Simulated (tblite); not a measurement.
# Frequency calculation of C4H7N3Si

The run: frequency calculation of C4H7N3Si, SMILES C=Cc1n[nH]nc1[SiH3]. Method and program: GFN2-xTB harmonic vibrations, gas phase (tblite 0.8.0).

It belongs to a series of runs on one base structure; here: H replaced by vinyl.

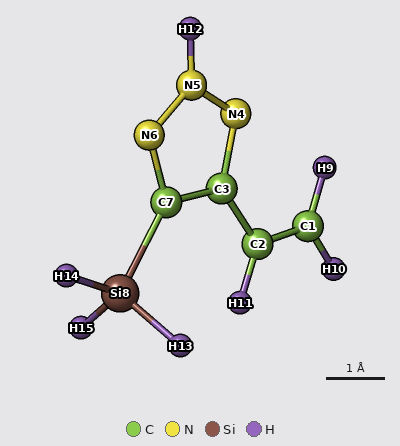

The structure (ball-and-stick view, seen at a tilt; atoms are numbered from 1 in the order of the input). Bond lengths as drawn: C–C 1.33 to 1.44 Å, C–H 1.08 Å, C–N 1.33 Å, C–Si 1.87 Å, H–N 1.01 Å, H–Si 1.46 to 1.47 Å and N–N 1.31 Å.

**Summary**

```csv
quantity,value
outcome,converged
total energy,−614.2696 eV
zero-point energy,64.9390 kcal/mol
hardware,"1 CPU thread, shared host"
wall time,0.75 s
peak memory,0.18 GiB
```

**Input file**
```
{"job": {"kind": "ir", "xc": "GFN2-xTB", "basis": "xTB"}, "charge": 0, "multiplicity": 1}
C      2.714662    -0.032946    -0.331552
C      1.480460    -0.394187    -0.003179
C      0.320311     0.437763    -0.212843
N      0.352026     1.662524    -0.732899
N     -0.903232     2.046307    -0.743234
N     -1.764557     1.172182    -0.272540
C     -1.034552     0.122762     0.082761
Si    -1.800634    -1.422219     0.810469
H      2.905703     0.926822    -0.780576
H      3.559979    -0.677953    -0.163564
H      1.271398    -1.355620     0.447992
H     -1.184280     2.950988    -1.091233
H     -1.215510    -1.646676     2.136551
H     -3.243683    -1.230492     0.894478
H     -1.462504    -2.551266    -0.062544
```

The first line tells a small driver script what to run in tblite; the rest is the geometry in Å.

Run as:
```bash
OMP_NUM_THREADS=1 python <driver script> task.json out
```

**The program's output**
```
mode    cm-1     km/mol
  1      67.8      0.01
  2      88.1      0.56
  3     124.0      0.50
  4     164.9      0.20
  5     225.1      0.87
  6     260.6      0.61
  7     425.9      6.91
  8     484.3     14.21
  9     537.8     58.92
 10     555.6     62.18
 11     577.3      5.69
 12     615.5     48.90
 13     680.9     38.63
 14     701.9     14.18
 15     747.8     11.81
 16     772.3    156.99
 17     779.8    336.00
 18     793.7    320.11
 19     892.7     12.46
 20     967.7     12.44
 21    1013.0     18.09
 22    1028.8     19.09
 23    1085.3     26.67
 24    1135.6     53.60
 25    1206.5      8.34
 26    1276.7     10.88
 27    1326.2      0.97
 28    1344.7      6.80
 29    1381.0      1.07
 30    1457.3     57.34
 31    1499.0     18.68
 32    1673.4      0.04
 33    2236.8    418.05
 34    2241.9    167.71
 35    2314.8    284.89
 36    3057.8     33.68
 37    3107.7     12.05
 38    3140.2     31.68
 39    3435.1     23.53
```

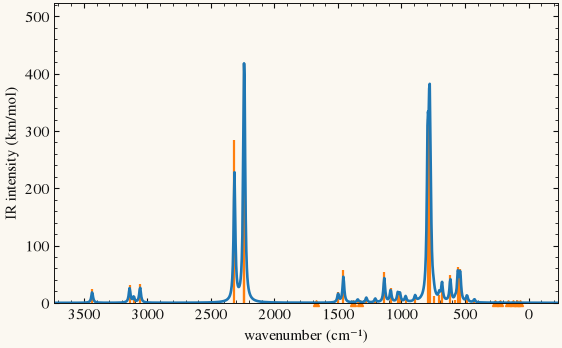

Harmonic infrared spectrum, unscaled: sticks (degenerate modes added up, dark ones marked on the axis) with a Lorentzian envelope of 16 cm⁻¹ full width, scaled to the tallest stick. 39 modes from 68 to 3435 cm⁻¹, none imaginary. The strongest line is at 2237 cm⁻¹ (418 km/mol).
